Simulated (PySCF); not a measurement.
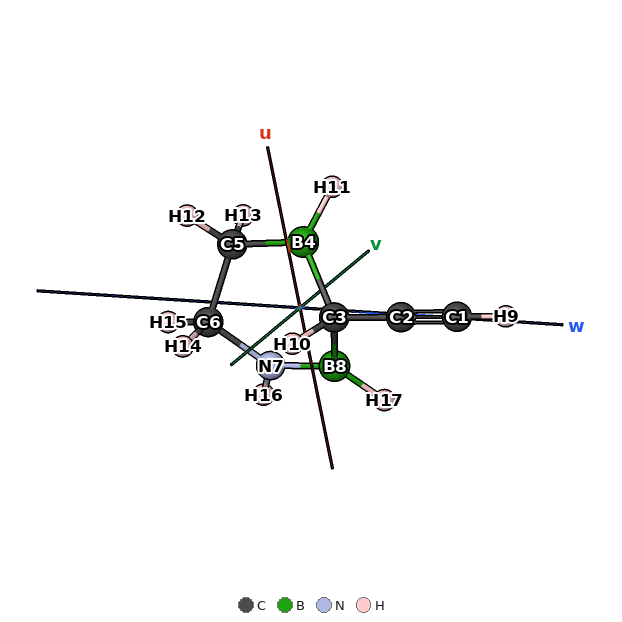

The lines u, v and w are the principal axes of the static dipole polarisability. The computed structure is the end point of a GFN2-xTB optimisation. No frequency run is at hand to confirm it as a minimum. Method: ωB97X-D/def2-SVPD (PySCF 2.14.0).

Question: Along which axis is the molecule most polarisable, and along which least?

Answer: Most along w (nearly parallel to the N7–B8 bond), least along v.

Question: Give the three principal values.

Answer: u 81.4, v 67.4, w 116.6 bohr³; mean 88.5, anisotropy 44.0 bohr³.

The geometry is semi-empirical. Around B such bond lengths and angles can be off by a tenth of an ångström or more and by several degrees, and values that hang on the shape move with them.
